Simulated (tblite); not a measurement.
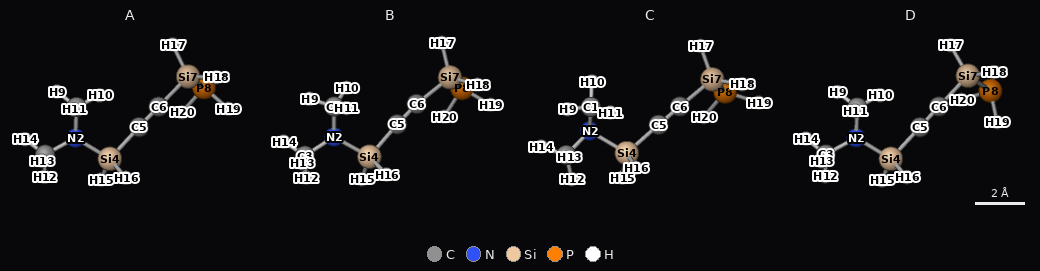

4 geometries from one relaxation of C$_{4}$H$_{12}$NPSi$_{2}$, in shuffled order. A ball-and-stick model, seen at a tilt.

All numbers below come from GFN2-xTB geometry optimisation, gas phase in tblite. 

> Order the frames from highest to lowest energy.

C, B, A, D. They are steps 0, 42, 102, 170, at +131.1 kJ/mol, +11.6 kJ/mol, +2.00 kJ/mol relative to the last. Over 170 geometry steps the energy falls by 131.1 kJ/mol. The largest moves after the best rigid fit, 1.31 Å, are those of H10 and H19. By element the largest moves are H 1.31 Å, N 0.51 Å, Si 0.30 Å, C 0.27 Å, P 0.24 Å. Near-neighbour distances that change, for instance: P8–H19 1.455 → 1.383 Å, N2–Si4 1.791 → 1.720 Å, P8–H20 1.445 → 1.382 Å, Si7–P8 2.196 → 2.247 Å. Bond angles that change, for instance: H19–P8–H20 110.8° → 92.3°, C3–N2–Si4 104.4° → 121.0°, Si7–P8–H20 109.6° → 95.3°. Groups turn about Si7–P8 by about 55°.
